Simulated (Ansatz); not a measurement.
## Electronic structure of H4N2Si in real space

Input file:

```
basis:
  gaussian:
    orbitals: def2-TZVPD
crystal:
  periodic: [false, false, false]
  atoms:
    - symbol: "N"
      position_ang: [0.934934, 0.320782, -0.554459]
    - symbol: "N"
      position_ang: [-1.878977, 0.087122, 0.474314]
    - symbol: Si
      position_ang: [-0.408436, 0.828954, 0.107026]
    - symbol: H
      position_ang: [-2.084123, -0.880045, 0.288094]
    - symbol: H
      position_ang: [1.137686, -0.607826, -0.888461]
    - symbol: H
      position_ang: [-2.641718, 0.581900, 0.906607]
    - symbol: H
      position_ang: [-0.509957, 2.234885, 0.532928]
hamiltonian:
  xc: {name: PBE0}
total_charge: 0
output: {forces: true, orbitals: {seedname: orbitals}}
```

Run with:

```sh
ansatz run input.yaml --threads 2 --pin off --max-ram 4350MiB --events-out events.jsonl --progress --plain --runs-dir runs
```

Geometry: PBE0-D4/def2-TZVP.

The calculation used isolated molecule in a Gaussian basis; Kohn-Sham density functional theory, functional PBE0 in Ansatz 0.2.0.

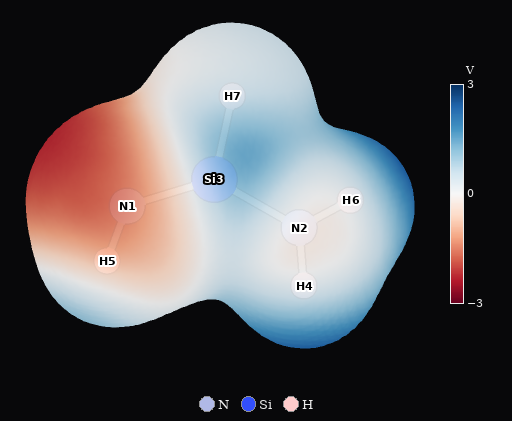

Figure 1. The molecular electrostatic potential painted on the density surface at 0.002 e/bohr³, seen across its widest extent; the colour scale runs from red (negative) to blue (positive).

### Where is the surface potential most negative and most positive?

The most negative region (about −2.3 V) lies over N1, the most positive (about +2.4 V) over H4 and H6. N1 is the likeliest acceptor of a hydrogen bond.

### What dipole moment does the calculation give?

Its dipole moment is 4.08 D.

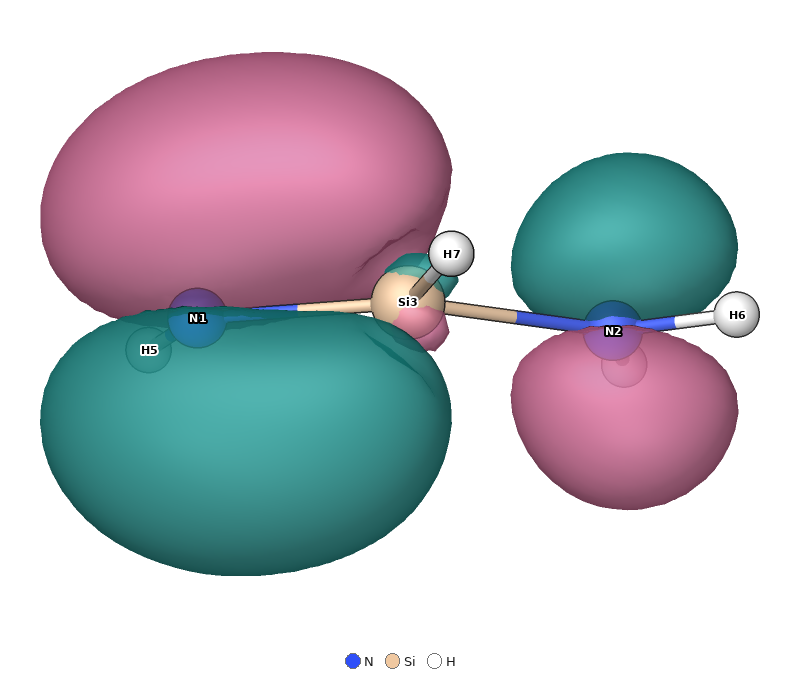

Figure 2. The HOMO at ±0.08 Å⁻³ᐟ² (teal and pink are the two phases), seen from one side.

### Where does this orbital lie, and at what energy?

By Hirshfeld shares it lies mainly on N1 (about 60 %), Si3 (about 25 %) and N2 (about 10 %); it changes sign across the molecular plane (π type); π-bonding across N1–Si3; π-antibonding (a node) across N2–Si3. Its energy is −6.98 eV.

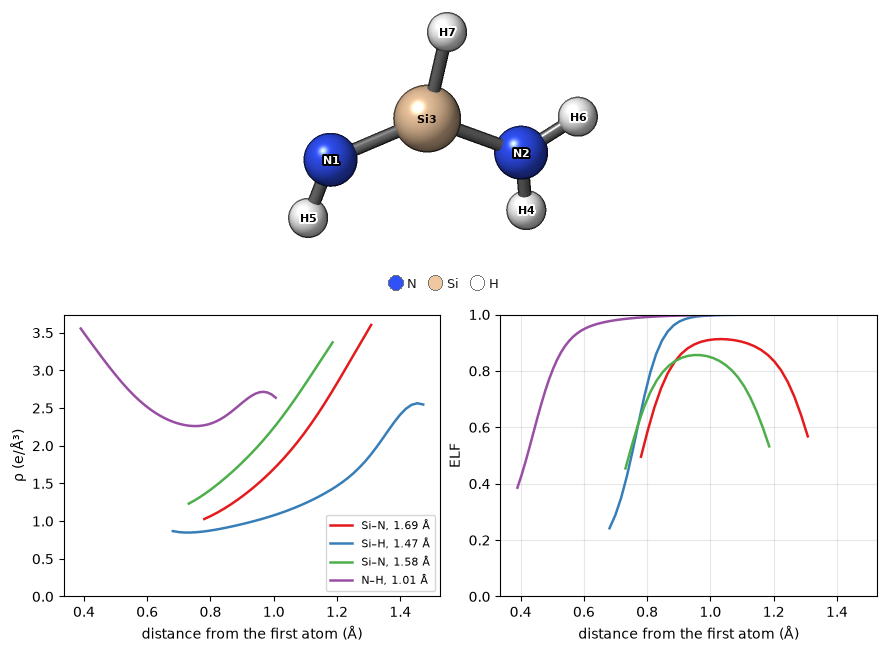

Figure 3. Electron density and ELF along straight lines between neighbouring atoms. The curves leave out the atomic cores. The structure is drawn too.

### What can be read from the curves?

Si–N (1.69 Å): the density is about 1.2 e/Å³ at the midpoint; the ELF peaks at about 0.90 between the atoms; a shared but strongly polarised pair.
Si–H (1.47 Å): ρ is about 0.85 e/Å³ halfway; the ELF climbs to about 1 towards the hydrogen, as it does in any bond to H.
Si–N (1.58 Å): the density is about 1.4 e/Å³ at the midpoint; the ELF peaks at about 0.85 between the atoms (a polar covalent bond).
N–H (1.01 Å): ρ at the midpoint is about 2.9 e/Å³; the ELF climbs to about 1 towards the hydrogen: an ordinary covalent bond to hydrogen.
